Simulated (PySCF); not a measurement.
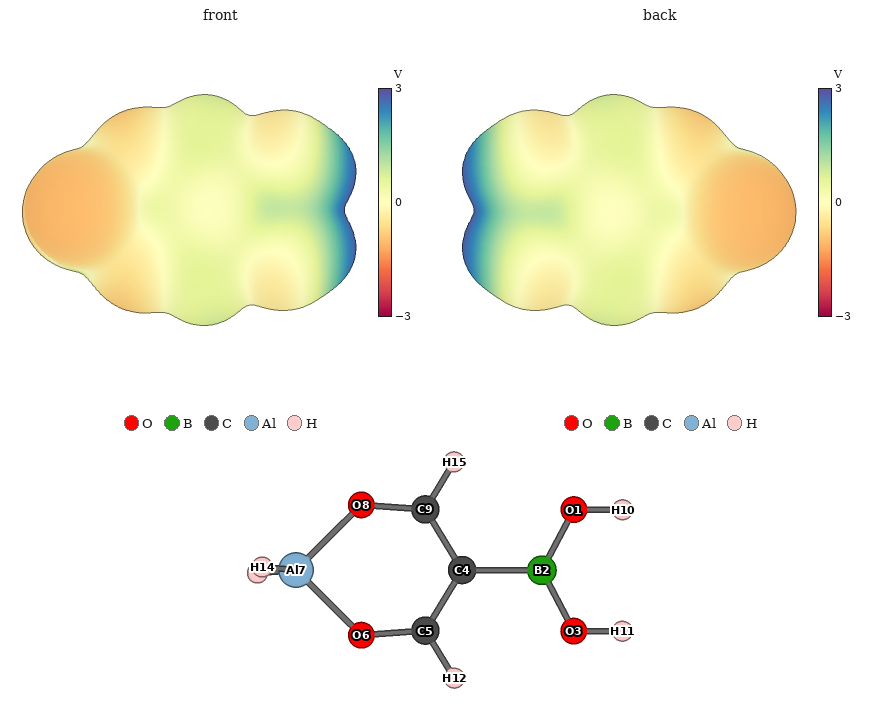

C₃H₆AlBO₄ (SMILES OB(O)C1=C[O][AlH2-][O+]=C1). The electrostatic potential painted on the density surface at 0.001 e/bohr³, seen from the front and from behind; the colour scale runs from red (negative) to blue (positive). The bare structure is drawn below in the same view.

Geometry: GFN2-xTB.

Computed with CAM-B3LYP/def2-SVPD, SCF density, gas phase (PySCF 2.14.0).

Input file:

```
{"job": {"kind": "uv", "xc": "CAM-B3LYP", "basis": "def2-SVPD", "nstates": 8, "ntriplets": 3}, "charge": 0, "multiplicity": 1}
O      2.388425     1.360777     0.452329
B      1.873722     0.154163     0.121383
O      2.611629    -0.953215    -0.124190
C      0.310813     0.029250     0.016893
C     -0.296483    -1.183394    -0.319523
O     -1.541869    -1.375503    -0.423392
Al    -2.945117    -0.241598    -0.194538
O     -1.787189     1.105624     0.195950
C     -0.524230     1.123110     0.258113
H      3.341495     1.435137     0.521082
H      3.564934    -0.876907    -0.060527
H      0.359514    -2.041477    -0.509847
H     -3.597590     0.032153    -1.563879
H     -3.712978    -0.635601     1.083492
H     -0.049489     2.075471     0.524742
```

Run with:

```sh
OMP_NUM_THREADS=1 python probes_run.py task.json out
```

### Describe the electrostatic potential map.

The most negative region (about −1.1 V, or −25 kcal/mol for a unit charge) lies over H13 and H14, the most positive (about +2.8 V, or +65 kcal/mol for a unit charge) over H10 and H11.

### How polar is the molecule by this calculation?

Its dipole moment is 6.94 D.
